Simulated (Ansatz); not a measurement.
**From N to Sb: the atomisation energy (no zero-point term)**

Gas-phase molecules, one atom swapped for its congeners: NH3 (ammonia) `N`; PH3 (phosphine) `P`; AsH3 (arsine) `[AsH3]`; SbH3 (stibine) `[SbH3]`. All are singlets with charge 0.

Shapes, held fixed at every level: PBE0-D4/def2-TZVP. Programs: Ansatz 0.2.0. Values in eV.

| level | NH3 | PH3 | AsH3 | SbH3 |
| --- | --- | --- | --- | --- |
| HF/def2-SVP | 8.55 | 7.30 | 6.43 | 5.38 |
| r2SCAN-D4/def2-TZVPP | 12.73 | 10.43 | 9.55 | 8.44 |
| B3LYP-D4/def2-TZVPP | 13.03 | 10.67 | 9.74 | 8.73 |
| wB97M-V/def2-TZVPP | 12.97 | 10.67 | 9.57 | 8.52 |
| MP2/def2-TZVPP | 12.48 | 9.84 | 8.94 | 7.80 |
| CCSD(T)/def2-TZVPP | 12.53 | 10.21 | 9.37 | 8.36 |

At CCSD(T)/def2-TZVPP the atomisation energy falls at every step, from 12.53 to 8.36 eV. Every level shows the same order. For atoms past krypton def2 sets carry core potentials with scalar relativity. Relativity is left out for As. Outer-core shells of As, Sb are correlated in most correlated rows, in sets that cover them unevenly. Spin-orbit coupling, which grows down the group, is left out (summed over each molecule's free atoms 0.00, 0.00, 0.00, 0.00 eV). Coupled cluster in double- or triple-zeta sets underbinds by a few per cent against its basis-set limit.

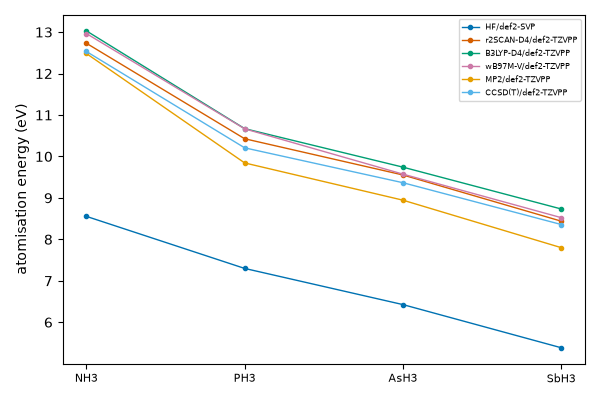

The trend along the series, level by level.
